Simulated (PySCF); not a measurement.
## Electronic structure of Cl3H4O4Si2Ti (doublet) in real space

The calculation's input:

```
{"job": {"kind": "inter", "xc": "PBE0", "basis": "def2-SVP", "disp": "d3bj", "pairs": false}, "charge": 0, "multiplicity": 2, "parts": [{"atoms": "0-11", "charge": 0, "multiplicity": 1}, {"atoms": "12-13", "charge": 0, "multiplicity": 2}]}
O     -0.575543     0.780519    -2.064223
Si    -1.478316     2.149726    -1.579008
O     -1.690514     1.474532    -0.021743
Si    -0.759364     0.138351    -0.502771
O      0.433511    -0.420293     0.337841
Ti     1.323768    -1.849071     1.297612
Cl     3.131662    -2.565303     0.380285
Cl    -0.491510    -3.236433     0.779651
Cl     1.487728    -1.565287     3.422979
H     -2.728190     2.223506    -2.286212
H     -0.672866     3.337532    -1.543135
H     -1.375543    -2.119524    -0.075695
O     -1.803768    -1.270650    -0.594204
H     -2.652101    -1.449823    -0.995940
```

Launched as:

```sh
OMP_NUM_THREADS=1 python cluster_run.py task.json out
```

Geometry: GFN1-xTB.

Method: PySCF, PBE0-D3(BJ)/def2-SVP, SCF density, gas phase.

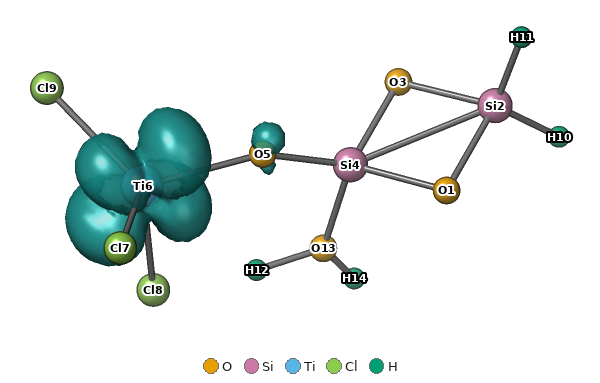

Figure 1. Isosurfaces of the spin density (α minus β) at +0.04 (teal) and −0.04 e/Å³ (pink), seen at an oblique angle.

> Describe the spin distribution.

The unpaired spin (1 electron) lies mostly on Ti6 (about 0.9), in electrons by Hirshfeld's partition.

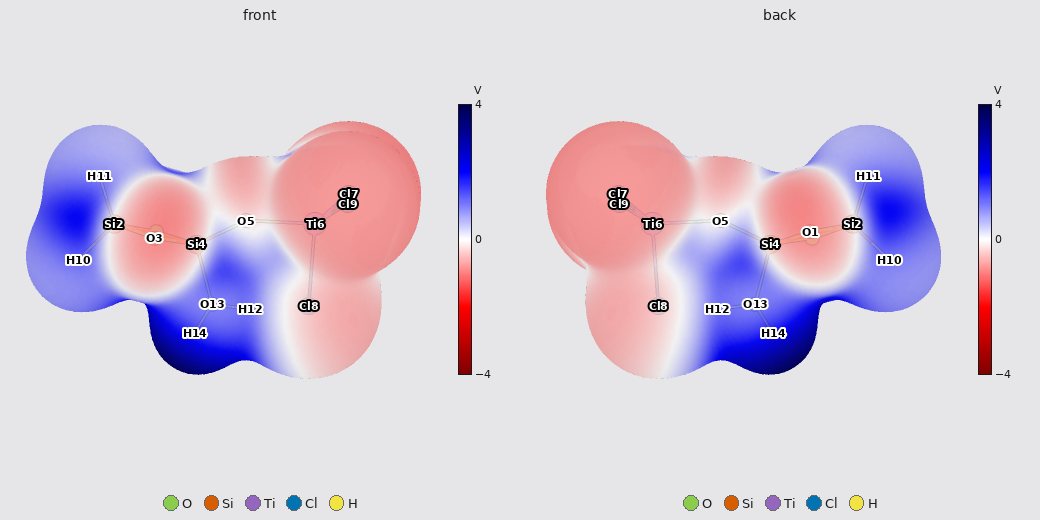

Figure 2. The electrostatic potential painted on the density surface at 0.001 e/bohr³, seen from the front and from behind; red is negative and blue positive.

> Describe the electrostatic potential map.

The most negative region (about −0.9 V, or −21 kcal/mol for a unit charge) lies over O1, O3, Cl7 and Cl9, the most positive (about +3.8 V, or +88 kcal/mol for a unit charge) over H14. Cl8 shows a σ-hole: about +0.3 V at the tip opposite its bond, against about −0.1 V on its flanks.

> What dipole moment does the calculation give?

Its dipole moment is 8.18 D.

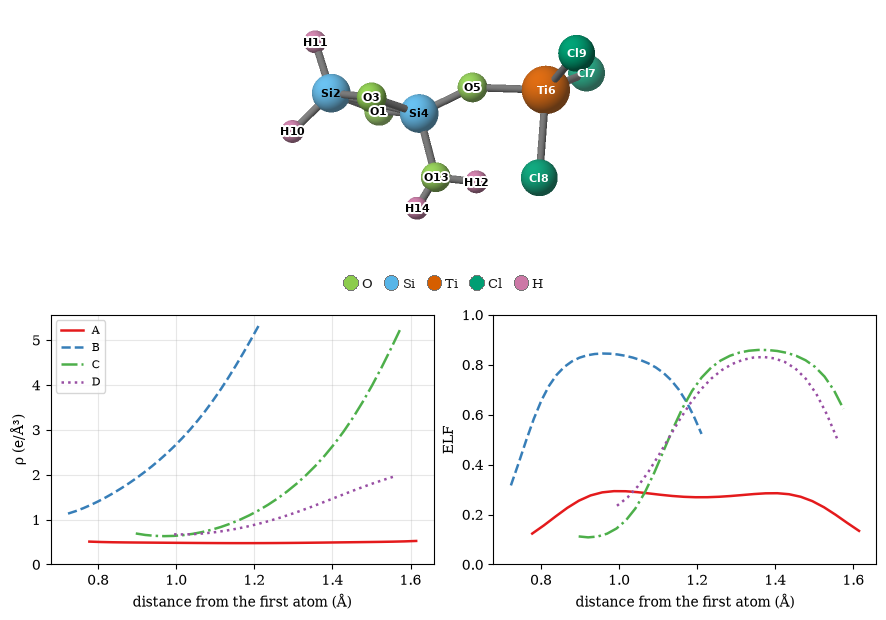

Figure 3. Electron density and ELF along straight lines between neighbouring atoms. The curves leave out the atomic cores. The structure is drawn too.

> Which curve belongs to which contact (Si–O, Si–Si, Ti–Cl and Ti–O)? The first atom named is at distance zero.

Curve A: Si–Si (2.39 Å): ρ at the midpoint is about 0.48 e/Å³; the ELF is about 0.25 at the midpoint. Curve B: Si–O (1.56 Å): ρ is about 1.3 e/Å³ halfway; the ELF peaks at about 0.85 between the atoms (a short, strongly polar bond). Curve C: Ti–O (1.94 Å): ρ is about 0.63 e/Å³ halfway; the ELF peaks at about 0.85 in the valence shell of O, 0.6 Å from its nucleus, and is about 0.10 at the midpoint. Curve D: Ti–Cl (2.15 Å): ρ at the midpoint is about 0.7 e/Å³; the ELF peaks at about 0.85 in the valence shell of Cl, 0.8 Å from its nucleus, and is about 0.35 at the midpoint.
